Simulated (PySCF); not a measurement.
Te(iPr)(OSiH3), SMILES [Te](C(C)C)O[SiH3] (C3H10OSiTe) at its GFN2-xTB optimised geometry (Å):

```
16

Te    -1.4643    -1.7363     0.0000
C     -1.7165     0.4401     0.0000
C     -0.9014     1.0663    -1.1142
C     -1.3849     1.0327     1.3567
H     -2.7835     0.5580    -0.2037
H     -1.0368     2.1479    -1.1190
H      0.1554     0.8531    -0.9703
H     -1.2019     0.6750    -2.0846
H     -1.9998     0.5906     2.1394
H     -1.5620     2.1086     1.3478
H     -0.3382     0.8625     1.6000
O      0.5275    -1.7363     0.0000
Si     1.6944    -1.2817     1.0242
H      1.9895     0.1403     0.8084
H      2.7835    -2.1479     0.5955
H      1.3054    -1.4748     2.4222
```

Method: B3LYP/def2-TZVP, def2 effective core potentials past Kr (PySCF 2.14.0). The core electrons that the potentials of Te replace are not part of the density. Cells within 0.4 Å of a nucleus heavier than hydrogen are left out (blank, or x).

Map of the electrostatic potential (hartree/e), clipped to [-0.08, 0.12] on the plane z = 0.0 Å:

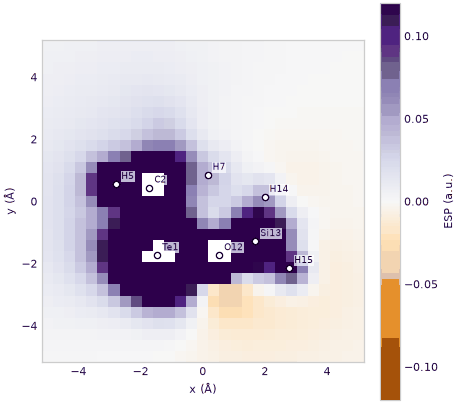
*Electrostatic potential (hartree/e), clipped to [-0.08, 0.12] on the plane z = 0.0 Å.*
